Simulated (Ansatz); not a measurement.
Hypothetical P6_3/mmc GeS2, response to strain

Start from GeS2 in the 2H-MoS2 type structure (space group P6_3/mmc, No. 194; a hypothetical phase, not in the database extracts checked; layered, stacked along the Cartesian z axis).

```yaml
crystal:
  lattice:
    - [3.42704, 0.00000, 0.00000]
    - [-1.71352, 2.96791, 0.00000]
    - [0.00000, 0.00000, 10.62205]
  atoms:
    - { symbol: Ge, position: [0.33333, 0.66667, 0.25000] }
    - { symbol: Ge, position: [0.66667, 0.33333, 0.75000] }
    - { symbol: S, position: [0.33333, 0.66667, 0.60592] }
    - { symbol: S, position: [0.66667, 0.33333, 0.10592] }
    - { symbol: S, position: [0.66667, 0.33333, 0.39408] }
    - { symbol: S, position: [0.33333, 0.66667, 0.89408] }
```

Cartesian axes are those of the cell as printed.

Strains are applied to the cell and any free atomic positions relax; under biaxial strain the out-of-plane vector relaxes too.

Method: plane-wave PAW DFT at the PBE-D3(BJ) level (Ansatz, an electronic-structure program, 420 eV), without spin-orbit coupling.

Notes on the quantities. pressure: mean of the normal stresses, compression positive.

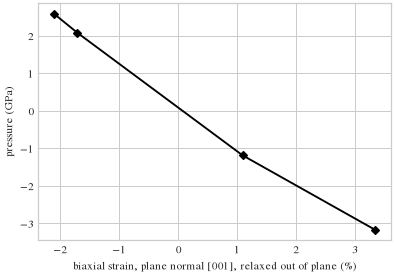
Figure. Pressure against biaxial strain, plane normal [001], relaxed out of plane

Q: From the plot, what is the pressure for biaxial strain −2.10 %, plane normal [001], relaxed out of plane?

A: About 2.6 GPa.

Q: Is the trend monotonic over the range shown?

A: Yes, it falls throughout, spanning -3.2 GPa to 2.6 GPa.

Without a gap, meshes like the base's 16×16×5 leave anisotropic stresses uncertain by several tenths of a GPa, and small strain energies with them. Whether these cells are dynamically stable was not tested. All final runs are without spin polarisation.
